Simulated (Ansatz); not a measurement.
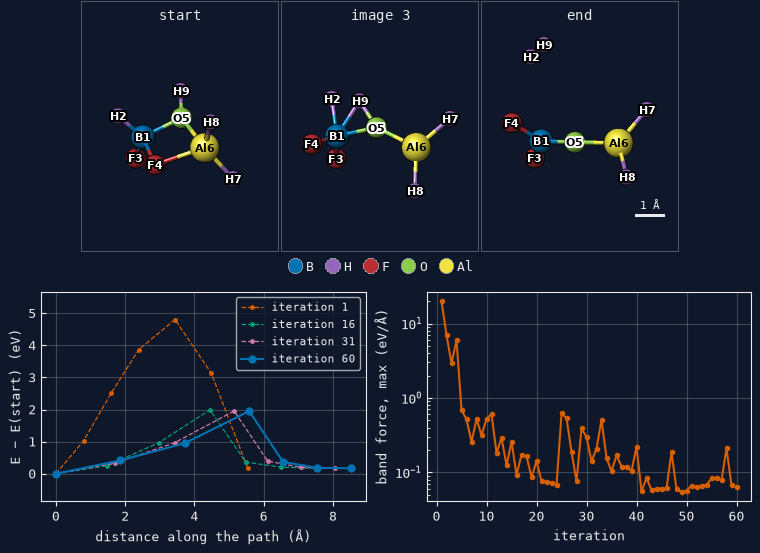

NEB run on AlBH4OF2. Images are numbered from 0 (start) to 6 (end). The plot follows the band through its iterations. A ball-and-stick model, seen at a tilt.

These are results of Ansatz, RKS PBE0/def2-SVP, not measurements. Set-up: 5 movable images; climbing image; force threshold 0.05 eV/Å; iteration limit 60; starting path through a guess of the saddle point.

Did the band converge, and can the barrier be trusted?

The result isn't final. The band hadn't converged when the run stopped after 60 iterations. The largest component of the band force went from 20 to 0.064 eV/Å. The barrier read from it is provisional, though the highest image hardly moved in the last two iterations. The first iteration put the highest image at 4.80 eV. The energy climbs by 1.95 eV to image 3 and then falls by 1.78 eV, so the end point sits at +0.17 eV.
